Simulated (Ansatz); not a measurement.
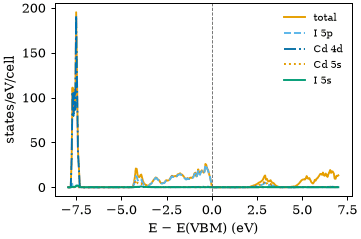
Figure. Total and projected density of states of CdI2 in space group P-3m1 (No. 164; Pearson symbol hP12), DFT-LDA in the program Ansatz with PAW potentials

Q: Which orbitals carry the states next to the gap?

A: Top 1 eV of the valence band: I 5p 96 %. Bottom 1 eV of the conduction band: Cd 5s 50 %, I 5p 37 %, outside the projected shells 11 %. Projections are on Löwdin-orthogonalised atomic valence shells; empty p or d shells of many metals are not among them.

Q: Where is the tallest occupied peak in this window, and what makes it?

A: Near -7.5 eV, about 200 states/eV per cell; the largest projected share is Cd 4d.

The first step of the workflow began from a Materials Project structure, measured or hypothetical; the Crystallography Open Database files this formula in space group No. 164, but the cells were not matched. Its standing as an ambient phase is unchecked. The LDA relaxation kept the symmetry of its start; whether a distortion lowers the energy is not shown. A crystal of weakly bound layers computed without a dispersion correction: the cell and the soft elastic constants depend strongly on that. Scalar-relativistic: spin–orbit coupling is off unless named, which matters more the heavier the elements.

Potentials: the later of the program's two PAW sets.
